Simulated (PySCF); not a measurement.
**Run report: C$_{4}$H$_{3}$BF$_{2}$O, NMR shielding calculation**

System: C$_{4}$H$_{3}$BF$_{2}$O, SMILES FB(F)c1ccco1.
Method: GIAO PBE0/IGLO-III NMR shielding, non-relativistic, gas phase (PySCF 2.14.0).

The geometry comes from this level: PBE0-D3(BJ)/def2-SVP. Figures and captions count atoms from 1; the log counts them from 0 in places.

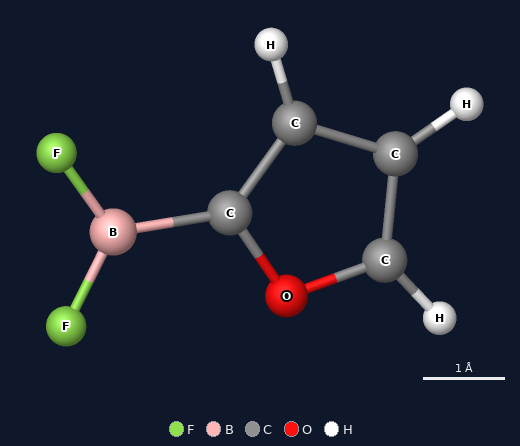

The structure (ball-and-stick view, seen at a tilt).

Summary:

```json
{"quantity": "outcome", "value": "converged"}
{"quantity": "total energy", "value": "−453.808899 hartree"}
{"quantity": "HOMO", "value": "−7.28 eV"}
{"quantity": "LUMO", "value": "−1.34 eV"}
{"quantity": "dipole moment", "value": "2.85 D"}
{"quantity": "isotropic shielding, F", "value": "272.3 to 277.2 ppm"}
{"quantity": "isotropic shielding, B", "value": "79.9 ppm"}
{"quantity": "isotropic shielding, C", "value": "25.9 to 65.1 ppm"}
{"quantity": "isotropic shielding, O", "value": "9.2 ppm"}
{"quantity": "isotropic shielding, H", "value": "23.5 to 24.7 ppm"}
{"quantity": "hardware", "value": "1 CPU thread, shared host"}
{"quantity": "wall time", "value": "49 s"}
{"quantity": "peak memory", "value": "1.2 GiB"}
```

Input:
```
{"job": {"kind": "nmr", "xc": "PBE0", "basis": "IGLO-III", "pop": true}, "charge": 0, "multiplicity": 1}
F      2.789063    -0.611447     0.877416
B      2.087253     0.261909     0.175023
F      2.735326     1.265550    -0.381686
C      0.569985     0.096854     0.026003
C     -0.307295    -0.851917     0.499438
C     -1.600514    -0.482115     0.045134
C     -1.416888     0.666097    -0.677528
O     -0.130940     1.018182    -0.695963
H     -0.038695    -1.713674     1.107608
H     -2.543958    -0.992399     0.224628
H     -2.103468     1.315852    -1.216127
```

The first line tells a small driver script what to run in PySCF; the rest is the geometry in Å.

Launched with:
```bash
OMP_NUM_THREADS=1 python <driver script> task.json out
```

What the program printed:
```
coarse grid: 10552 points
cycle   1  E = -453.7191851532  dE =  1.435e+00  |g| = 7.300e-01  |ddm| = 2.468e+00
cycle   2  E = -453.6405198166  dE =  7.867e-02  |g| = 1.057e+00  |ddm| = 6.956e-01
cycle   3  E = -453.8055781055  dE = -1.651e-01  |g| = 7.350e-02  |ddm| = 3.904e-01
cycle   4  E = -453.8060264594  dE = -4.484e-04  |g| = 5.654e-02  |ddm| = 5.747e-02
cycle   5  E = -453.8066502515  dE = -6.238e-04  |g| = 1.454e-02  |ddm| = 2.979e-02
cycle   6  E = -453.8066915737  dE = -4.132e-05  |g| = 5.093e-03  |ddm| = 9.520e-03
cycle   7  E = -453.8066972406  dE = -5.667e-06  |g| = 9.453e-04  |ddm| = 3.023e-03
final grid: 106576 points
cycle   8  E = -453.8088838781  dE = -1.272e-04  |g| = 9.336e-03  |ddm| = 6.055e-02
cycle   9  E = -453.8088605375  dE =  2.334e-05  |g| = 1.456e-02  |ddm| = 9.645e-03
cycle  10  E = -453.8088981602  dE = -3.762e-05  |g| = 2.192e-03  |ddm| = 6.312e-03
cycle  11  E = -453.8088991760  dE = -1.016e-06  |g| = 5.043e-04  |ddm| = 1.361e-03
cycle  12  E = -453.8088992258  dE = -4.976e-08  |g| = 1.812e-04  |ddm| = 3.054e-04
cycle  13  E = -453.8088992328  dE = -7.053e-09  |g| = 5.054e-05  |ddm| = 1.092e-04
cycle  14  E = -453.8088992334  dE = -5.737e-10  |g| = 1.362e-05  |ddm| = 3.073e-05
```

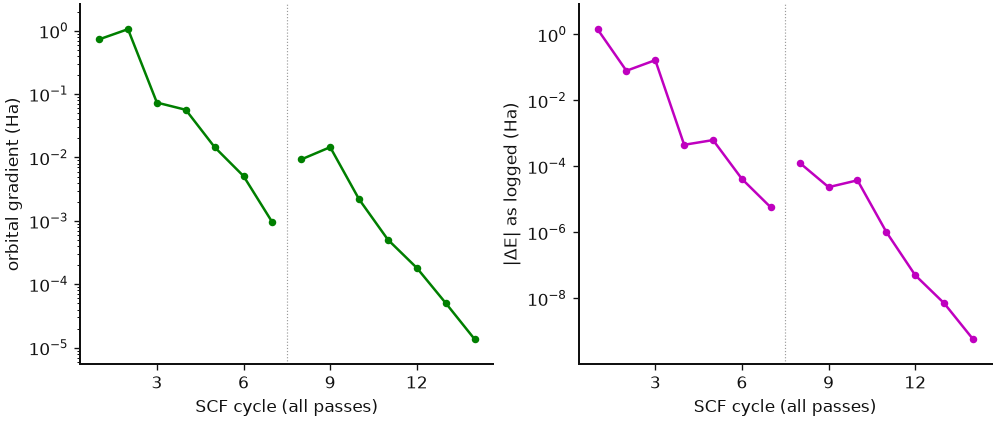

Convergence of the self-consistent field: orbital gradient and size of the energy change against the SCF cycle. The dotted line marks the change from a coarse to the final integration grid. The first 7 cycles use a coarse grid, the final grid takes over at cycle 8, and the field converges after 14 cycles in all.

```
converged SCF energy = -453.8088992334

GIAO shielding tensors (ppm)
atom      isotropic    diamagn.    paramagn.     s11        s22        s33       span
  0 F      277.232     467.460    -190.228    137.373    316.875    377.448    240.075
  1 B       79.858     197.238    -117.380     75.782     80.778     83.015      7.233
  2 F      272.301     465.605    -193.305    126.849    306.975    383.078    256.230
  3 C       30.426     249.437    -219.011    -37.809     22.294    106.795    144.604
  4 C       45.022     258.539    -213.517    -59.010     34.904    159.173    218.183
  5 C       65.060     257.400    -192.340    -20.686     57.949    157.917    178.603
  6 C       25.870     255.101    -229.232    -57.581     29.458    105.732    163.313
  7 O        9.216     390.320    -381.105   -153.558    -77.932    259.136    412.694
  8 H       23.755      31.327      -7.572     22.055     22.423     26.788      4.734
  9 H       24.698      29.933      -5.234     22.759     25.258     26.078      3.319
 10 H       23.499      29.456      -5.957     20.646     24.310     25.542      4.897
```

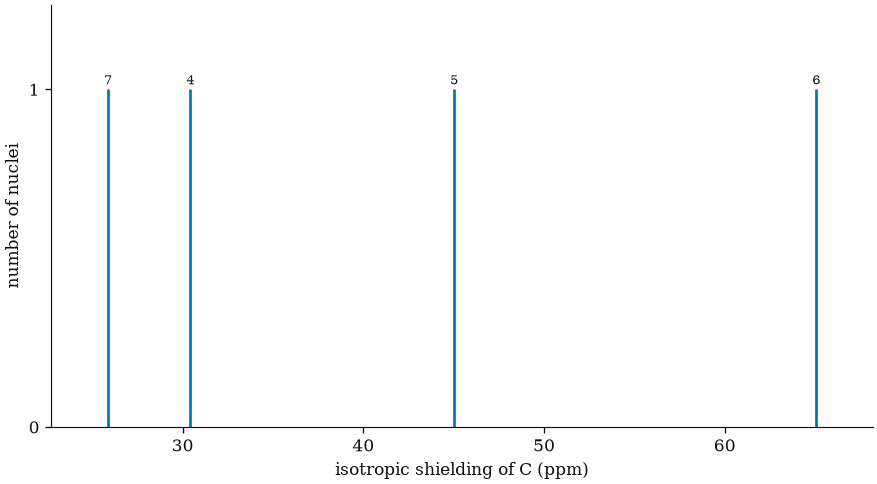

Isotropic shieldings of the carbon nuclei in this fixed geometry, labelled by atom number; shielding grows to the right, so chemical shift grows to the left. The least shielded is C7 (25.9 ppm), the most shielded C6 (65.1 ppm).
